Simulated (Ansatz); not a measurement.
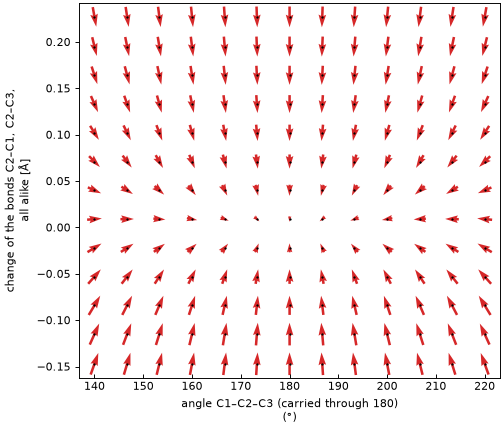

C₃H₅ClGe, SMILES CC#[C][GeH2][Cl]. First axis: angle C1–C2–C3 (carried through 180). Second axis: change of the bonds C2–C1, C2–C3, all alike. Nothing is relaxed (all other coordinates rigid). Grid: 13 × 13 points. Points are written as (first, second). The calculation used RHF/def2-SVP (Ansatz).

The picture shows dots at the grid points, arrows along the force (downhill), their lengths compressed.

Question: The arrows alone are given. Where is the energy lowest?

Answer: The arrows converge at about (180°, 0.000 Å) (read from the interpolated surface).

The energy map of the same scan:

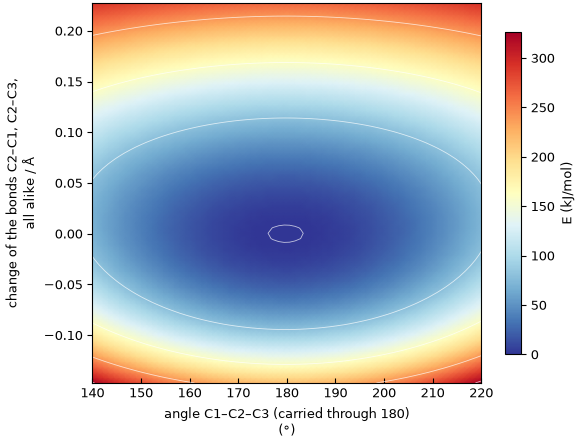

Energies are in kJ/mol, from the lowest grid point; between grid points the surface is interpolated.
